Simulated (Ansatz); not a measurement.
# Geometry relaxation, with input and output: CH₆BClOSi (part 2 of 2)

CH₆BClOSi, SMILES CB(Cl)[SiH2]O; RKS PBE-D4/def2-SVP (Ansatz 0.2.0). The geometry: force-field start.

Geometry of the input (Å):
```
C  -1.0684  -0.9022  0.8324
B  0.4095  -0.4883  0.6181
Cl 1.6916  -1.4114  1.5112
Si 0.9854  0.9632  -0.5900
O  0.3663  0.5822  -2.1898
H  -1.6640  0.0411  1.2103
H  -1.5287  -1.1591  -0.1481
H  -1.1729  -1.6779  1.5352
H  2.3784  1.1145  -0.5529
H  0.2997  2.2090  -0.1045
H  -0.6315  0.6718  -2.1014
```

**Trajectory as extended XYZ, continued**
```
11
Properties=species:S:1:pos:R:3:forces:R:3 step=5 energy=-24236.97234
C    -1.0949   -0.9408    0.8472    0.0463  -0.2143  -0.0611
B     0.4018   -0.5077    0.6763    0.0356   0.0600   0.1285
Cl    1.6589   -1.2921    1.6577   -0.0909   0.0605  -0.0685
Si    0.9585    0.9866   -0.5993    0.1488  -0.0690  -0.0454
O     0.3547    0.6654   -2.1591   -0.0338   0.0599   0.1220
H    -1.6635   -0.0840    1.2710   -0.0224   0.0564   0.0365
H    -1.5596   -1.1289   -0.1472   -0.0028   0.0193   0.0230
H    -1.2600   -1.8290    1.4936    0.0251   0.0924  -0.0508
H     2.4508    1.0996   -0.7645   -0.0930  -0.0148  -0.0053
H     0.4372    2.3183   -0.0863    0.0127  -0.0182   0.0223
H    -0.6185    0.6554   -2.1690   -0.0257  -0.0321  -0.1012
11
Properties=species:S:1:pos:R:3:forces:R:3 step=6 energy=-24236.99052
C    -1.0870   -0.9701    0.8142    0.0200  -0.0622  -0.0360
B     0.3982   -0.4858    0.6933   -0.0372   0.0217   0.0271
Cl    1.6221   -1.1478    1.7912   -0.0047   0.0177   0.0102
Si    0.9722    0.9676   -0.6128    0.0120  -0.0003  -0.0444
O     0.2957    0.7168   -2.1515    0.0351   0.0057   0.0345
H    -1.6658   -0.1391    1.2816    0.0019   0.0119   0.0260
H    -1.5534   -1.1150   -0.1845    0.0010  -0.0088   0.0065
H    -1.2384   -1.8793    1.4308    0.0098   0.0346  -0.0278
H     2.4568    1.0109   -0.8383   -0.0408  -0.0085  -0.0077
H     0.5406    2.3112   -0.0476    0.0310  -0.0099   0.0175
H    -0.6755    0.6735   -2.1559   -0.0282  -0.0018  -0.0060
11
Properties=species:S:1:pos:R:3:forces:R:3 step=7 energy=-24236.99872
C    -1.0815   -1.0003    0.7814    0.0414   0.0648   0.0395
B     0.3899   -0.4642    0.7065    0.0677  -0.0836   0.1444
Cl    1.5858   -1.0052    1.9191   -0.2027   0.1003  -0.1837
Si    0.9803    0.9538   -0.6266    0.0151   0.0741  -0.0117
O     0.2412    0.7596   -2.1431    0.0511   0.0056   0.0295
H    -1.6707   -0.1961    1.2904    0.0352  -0.0568  -0.0160
H    -1.5495   -1.1132   -0.2196    0.0214  -0.0177   0.0135
H    -1.2152   -1.9282    1.3718    0.0009  -0.0017  -0.0173
H     2.4561    0.9250   -0.9090   -0.0457  -0.0136  -0.0039
H     0.6578    2.3134   -0.0129    0.0197  -0.0873  -0.0484
H    -0.7289    0.6981   -2.1375   -0.0040   0.0159   0.0540
11
Properties=species:S:1:pos:R:3:forces:R:3 step=8 energy=-24237.00403
C    -1.0733   -1.0345    0.7540    0.0684   0.1179   0.0616
B     0.3816   -0.4420    0.7195   -0.1136  -0.0440   0.0644
Cl    1.5231   -0.8475    2.0221   -0.0744   0.0112  -0.0749
Si    0.9956    0.9430   -0.6349    0.0040   0.1021  -0.1042
O     0.1909    0.7937   -2.1256    0.1161   0.0226   0.0685
H    -1.6819   -0.2584    1.2882    0.0476  -0.0967  -0.0401
H    -1.5341   -1.1289   -0.2527    0.0431  -0.0354   0.0488
H    -1.1883   -1.9799    1.3250    0.0203   0.0590  -0.0589
H     2.4607    0.8251   -0.9836   -0.1598   0.0196   0.0568
H     0.7709    2.3186    0.0032    0.0472  -0.1812  -0.1100
H    -0.7797    0.7538   -2.0947    0.0010   0.0249   0.0880
11
Properties=species:S:1:pos:R:3:forces:R:3 step=9 energy=-24237.01185
C    -1.0721   -1.0465    0.7527    0.0656   0.0693   0.0233
B     0.3702   -0.4273    0.7265   -0.1065  -0.0494   0.0596
Cl    1.5027   -0.8120    2.0412   -0.0356   0.0164  -0.0454
Si    0.9954    0.9430   -0.6378    0.0420   0.0486  -0.0641
O     0.1798    0.8040   -2.1192    0.0012  -0.0023  -0.0065
H    -1.7037   -0.2850    1.2777    0.0211  -0.0633  -0.0317
H    -1.5179   -1.1626   -0.2580    0.0261  -0.0082   0.0368
H    -1.1692   -1.9922    1.3257    0.0222   0.0520  -0.0374
H     2.4519    0.7882   -0.9895   -0.0818  -0.0051   0.0312
H     0.8202    2.3273   -0.0256    0.0050  -0.0791  -0.0241
H    -0.7919    0.8061   -2.0732    0.0406   0.0210   0.0583
11
Properties=species:S:1:pos:R:3:forces:R:3 step=10 energy=-24237.01564
C    -1.0614   -1.0721    0.7380    0.0235   0.0336   0.0439
B     0.3432   -0.3742    0.7529   -0.0044  -0.1459  -0.0637
Cl    1.4519   -0.6770    2.1112   -0.0664   0.0416  -0.0320
Si    1.0062    0.9331   -0.6571   -0.0268  -0.1051   0.1163
O     0.1336    0.8278   -2.1061   -0.4611   0.0636  -0.0066
H    -1.7618   -0.3574    1.2401    0.0215  -0.0636  -0.0362
H    -1.4635   -1.2324   -0.2855    0.0437   0.0451   0.0456
H    -1.1087   -2.0212    1.3117    0.0045   0.0576  -0.0028
H     2.4382    0.6498   -1.0280   -0.0800   0.0478  -0.0086
H     0.9247    2.3173   -0.0478    0.0538   0.0728  -0.0296
H    -0.8369    0.9490   -2.0089    0.4916  -0.0475  -0.0263
11
Properties=species:S:1:pos:R:3:forces:R:3 step=11 energy=-24237.01651
C    -1.0548   -1.1013    0.7326    0.0489  -0.0577  -0.0494
B     0.3450   -0.3969    0.7450   -0.0918   0.1617   0.2055
Cl    1.4029   -0.5883    2.1693   -0.0745  -0.0228  -0.1586
Si    1.0025    0.9200   -0.6584    0.1011  -0.0580  -0.0327
O     0.1059    0.8556   -2.0968   -0.5553   0.0994   0.0569
H    -1.7732   -0.3860    1.2082    0.0781  -0.0510  -0.0372
H    -1.4377   -1.2892   -0.2936    0.0231   0.0292   0.0514
H    -1.0979   -2.0368    1.3275   -0.0126   0.0322   0.0016
H     2.4181    0.6079   -1.0638   -0.0413  -0.0045  -0.0087
H     1.0089    2.3185   -0.0684   -0.0282  -0.0294   0.0311
H    -0.8544    1.0396   -1.9811    0.5525  -0.0990  -0.0599
11
Properties=species:S:1:pos:R:3:forces:R:3 step=12 energy=-24237.02628
C    -1.0479   -1.1129    0.7313    0.0147  -0.0091  -0.0239
B     0.3235   -0.3618    0.7648   -0.0383  -0.0119  -0.0145
Cl    1.3768   -0.5414    2.1828    0.0191   0.0038   0.0163
Si    1.0019    0.9130   -0.6640   -0.0240   0.0175  -0.0243
O     0.0903    0.8618   -2.0961    0.0662  -0.0105   0.0657
H    -1.7898   -0.4313    1.2119   -0.0155   0.0304   0.0096
H    -1.4190   -1.2926   -0.2985    0.0112  -0.0053   0.0030
H    -1.0691   -2.0531    1.3177    0.0106  -0.0107  -0.0027
H     2.3998    0.5555   -1.0804    0.0123  -0.0171  -0.0080
H     1.0441    2.3114   -0.0766   -0.0007  -0.0017  -0.0084
H    -0.8451    1.0944   -1.9724   -0.0557   0.0145  -0.0129
11
Properties=species:S:1:pos:R:3:forces:R:3 step=13 energy=-24237.02748
C    -1.0417   -1.1224    0.7277    0.0149  -0.0011  -0.0033
B     0.3211   -0.3580    0.7743   -0.0012   0.0298  -0.0159
Cl    1.3711   -0.5145    2.1985   -0.0050  -0.0122   0.0142
Si    1.0004    0.9100   -0.6610   -0.0407   0.0070   0.0235
O     0.0664    0.8687   -2.0756    0.0062  -0.0028  -0.0284
H    -1.8032   -0.4341    1.1692    0.0082  -0.0005  -0.0049
H    -1.3797   -1.3280   -0.3087   -0.0003  -0.0021   0.0066
H    -1.0687   -2.0498    1.3339   -0.0015  -0.0061   0.0028
H     2.3861    0.5212   -1.0952   -0.0074  -0.0034  -0.0084
H     1.0745    2.3104   -0.0811    0.0079  -0.0102  -0.0067
H    -0.8609    1.1394   -1.9616    0.0188   0.0016   0.0207
11
Properties=species:S:1:pos:R:3:forces:R:3 step=14 energy=-24237.02817
C    -1.0358   -1.1319    0.7255   -0.0053   0.0079   0.0012
B     0.3144   -0.3469    0.7831    0.0138   0.0027  -0.0085
Cl    1.3550   -0.4888    2.2166   -0.0139   0.0010  -0.0031
Si    0.9965    0.9093   -0.6608   -0.0042   0.0180   0.0206
O     0.0525    0.8789   -2.0688   -0.0392   0.0079  -0.0234
H    -1.8131   -0.4500    1.1507    0.0147  -0.0134  -0.0118
H    -1.3568   -1.3503   -0.3140    0.0000   0.0020   0.0157
H    -1.0573   -2.0545    1.3395   -0.0026   0.0009  -0.0010
H     2.3697    0.4874   -1.1078   -0.0161   0.0025   0.0032
H     1.1069    2.3114   -0.0903    0.0026  -0.0196  -0.0107
H    -0.8664    1.1783   -1.9533    0.0504  -0.0099   0.0178
11
Properties=species:S:1:pos:R:3:forces:R:3 step=15 energy=-24237.02863
C    -1.0293   -1.1416    0.7216   -0.0133   0.0106  -0.0023
B     0.3093   -0.3376    0.7881   -0.0040  -0.0092  -0.0062
Cl    1.3330   -0.4552    2.2354   -0.0019   0.0036   0.0010
Si    0.9952    0.9077   -0.6624    0.0079   0.0030   0.0057
O     0.0380    0.8909   -2.0622   -0.0447   0.0147  -0.0079
H    -1.8199   -0.4663    1.1330    0.0160  -0.0154  -0.0109
H    -1.3373   -1.3719   -0.3193    0.0035   0.0034   0.0179
H    -1.0456   -2.0593    1.3432   -0.0015   0.0042  -0.0033
H     2.3544    0.4531   -1.1222   -0.0167   0.0118   0.0083
H     1.1390    2.3083   -0.0979    0.0044  -0.0129  -0.0109
H    -0.8714    1.2149   -1.9368    0.0502  -0.0141   0.0086
11
Properties=species:S:1:pos:R:3:forces:R:3 step=16 energy=-24237.02881
C    -1.0262   -1.1479    0.7188   -0.0083   0.0113   0.0009
B     0.3052   -0.3325    0.7905    0.0030  -0.0166   0.0096
Cl    1.3189   -0.4332    2.2472   -0.0111   0.0039  -0.0148
Si    0.9949    0.9056   -0.6638    0.0139   0.0107  -0.0106
O     0.0291    0.8989   -2.0583   -0.0187   0.0055   0.0057
H    -1.8242   -0.4772    1.1227    0.0095  -0.0098  -0.0060
H    -1.3274   -1.3850   -0.3224    0.0062   0.0034   0.0114
H    -1.0393   -2.0627    1.3448    0.0002   0.0039  -0.0029
H     2.3465    0.4369   -1.1310   -0.0125   0.0006   0.0067
H     1.1618    2.3053   -0.1052   -0.0030  -0.0060  -0.0016
H    -0.8740    1.2347   -1.9229    0.0210  -0.0069   0.0014
```

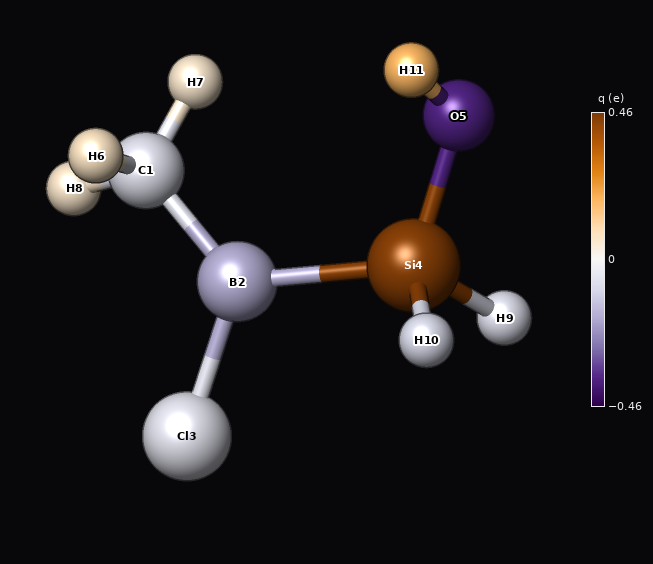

Figure 1. Mulliken charges, as the colour of each atom (ball-and-stick view, seen at a tilt; atoms are numbered from 1 in the order of the input). By element: C −0.06, B −0.17, Cl −0.05, Si +0.44, O −0.37 and H −0.08 to +0.18 e.

**Summary**

| quantity | value |
| --- | --- |
| outcome | converged |
| total energy | −24237.0289 eV |
| mean-field energy | −24236.7870 eV |
| dispersion energy | −0.2419 eV |
| SCF solution under orbital rotations | stable |
| largest force (length of the vector) at the end | 0.022 eV/Å |
| dipole moment | 2.25 D |
| hardware | 4 threads of Arm Neoverse V2, 23 GiB of memory available, shared host |
| wall time | 19 s (CPU time 68 s) |
| peak memory | 0.18 GiB |
